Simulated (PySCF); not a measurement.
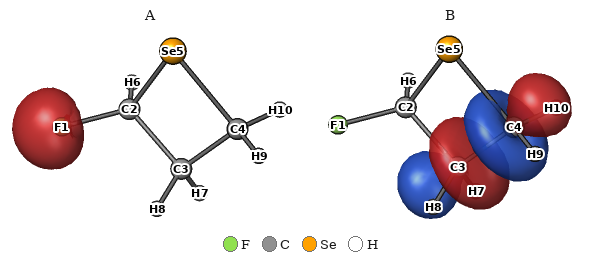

*C$_{3}$H$_{5}$FSe, SMILES `FC1CC[Se]1`. Intrinsic bond orbitals (IBO), occupied and valence-virtual; each surface holds about 85 % of the orbital's density. Energies are diagonal elements of the Fock matrix.*

PySCF calculation, B3LYP/6-311G**, gas phase; geometry: GFN2-xTB. No frequency check shows the geometry to be a minimum. GFN2-xTB bond lengths at metals and heavier atoms can be off by up to 0.1 Å and shapes distorted, which carries into these values.

Input

```python
import numpy as np
from pyscf import gto, scf, dft, lo
from pyscf.data.elements import chemcore

def solve(mol, dm0=None, hcore=None):
    mf = (dft.UKS if mol.spin else dft.RKS)(mol, xc='b3lyp')
    mf.grids.level = 3
    mf = mf.density_fit(auxbasis='def2-universal-jkfit')
    mf.conv_tol, mf.max_cycle = 1e-8, 80
    if hcore is not None:
        mf.get_hcore = lambda *args: hcore
    mf.kernel(dm0)
    if not mf.converged:
        mf = mf.newton().run(mf.mo_coeff, mf.mo_occ, max_cycle=30)
    assert mf.converged, 'SCF not converged'
    return mf

mol = gto.M(atom='''
F     -1.90153     0.97968     0.24765
C     -1.05666     0.16113    -0.42519
C     -1.05946    -1.28359     0.05880
C      0.45000    -1.52812     0.06153
Se     0.87606     0.41478     0.01467
H     -1.23850     0.30716    -1.49425
H     -1.63324    -1.96740    -0.56722
H     -1.46274    -1.31302     1.07117
H      0.84457    -2.03652     0.93804
H      0.81441    -2.00636    -0.84611
''', basis='6-311g**', charge=0, spin=0, verbose=4)
mf = solve(mol)
occ_all = mf.mo_coeff[:, mf.mo_occ > 0]
occ = occ_all[:, chemcore(mol):]
loc = lo.ibo.ibo(mol, occ, iaos=lo.iao.iao(mol, occ_all))
fock, s = mf.get_fock(), mf.get_ovlp()
ortho = lo.orth_ao(mol, 'meta_lowdin')
ortho = lo.vec_lowdin(lo.iao.iao(mol, occ_all), s)
labels = lo.iao.reference_mol(mol).ao_labels(fmt=None)
vir = lo.vvo.livvo(mol, occ_all, mf.mo_coeff[:, mf.mo_occ == 0])
both = np.hstack([loc, vir])
p = (ortho.T @ s @ both) ** 2
pop = np.array([p[[l[0] == a for l in labels]].sum(0) for a in range(mol.natm)])
spd = np.array([[p[[l[0] == a and l[2][-1] == k for l in labels]].sum(0) for k in 'spd'] for a in range(mol.natm)])
eps = np.einsum('pi,pq,qi->i', both, fock, both)
for i in np.argsort(eps):
    top = np.argsort(-pop[:, i])[:3]
    print('%3d %s %9.4f Eh ' % (i + 1, 'occ' if i < loc.shape[1] else 'vir', eps[i]), '  '.join('%s%d %.3f' % (mol.atom_symbol(a), a + 1, pop[a, i]) for a in top))
np.savez('result.npz', c=both, nocc=loc.shape[1], pop=pop, spd=spd, eps=eps, e=mf.e_tot)
```

Launched as:

```sh
OMP_NUM_THREADS=1 python input.py
```

The run took 21 s on 1 thread of Arm Neoverse V2, on a shared host, peak memory 0.6 GiB.

What does each orbital represent in a Lewis picture?

By panel:
- A: lone pair on F1 (sp0.4-type) (F1 100 %; −23.8 eV)
- B: σ* orbital C3–C4 (C3 50 %, C4 49 %; 8.8 eV)
